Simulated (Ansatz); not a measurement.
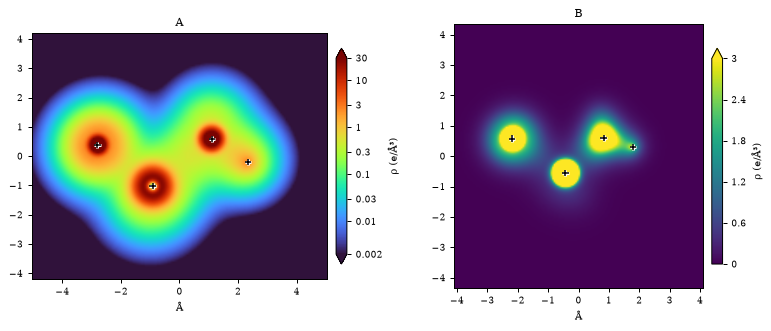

The electron density of 2 systems, each on a plane through atoms (crosses mark nuclei in the plane).

Computed with Ansatz, UKS PBE0-D4/def2-TZVPP.

System 1: ClH4SiSn (SMILES [SiH3][SnH][Cl]) (doublet), the plane of atoms Si1, Sn2 and Cl3. Geometry: PBE0-D4/def2-TZVP; core potentials replace the inner electrons of Sn.

```csv
atom,x (Å),y (Å),z (Å)
Si,-0.9513,0.4695,-0.3807
Sn,0.9062,-1.2234,0.2556
Cl,2.9098,-0.1366,-0.3395
H,-2.2676,-0.1248,-0.0305
H,-0.8723,0.6921,-1.8451
H,-0.7645,1.7533,0.3446
H,1.1008,-1.4981,1.9500
```

System 2: ClH4N2Si (SMILES N[Si](N)Cl) (doublet), the plane of atoms N1, Si2 and Cl4. Geometry: PBE0-D4/def2-TZVP.

```xyz
8

N    -0.4200    1.2805   -0.2375
Si   -0.6193   -0.4074   -0.0370
N     0.7590   -0.9462    0.8071
Cl   -0.8726   -1.1221   -1.9815
H    -0.9364    1.7632   -0.9552
H    -0.2804    1.8561    0.5783
H     1.6783   -0.6186    0.5480
H     0.7835   -1.8627    1.2218
```

**Which map belongs to which system?**

Panel A is system 1, ClH4SiSn: the plane holds Si, Sn, Cl and H. Sn–Cl (2.36 Å): ρ at the midpoint is about 0.58 e/Å³. Panel B is system 2, ClH4N2Si: the plane holds N, Si, Cl and H. Si–N (1.71 Å): ρ is about 1.1 e/Å³ halfway.
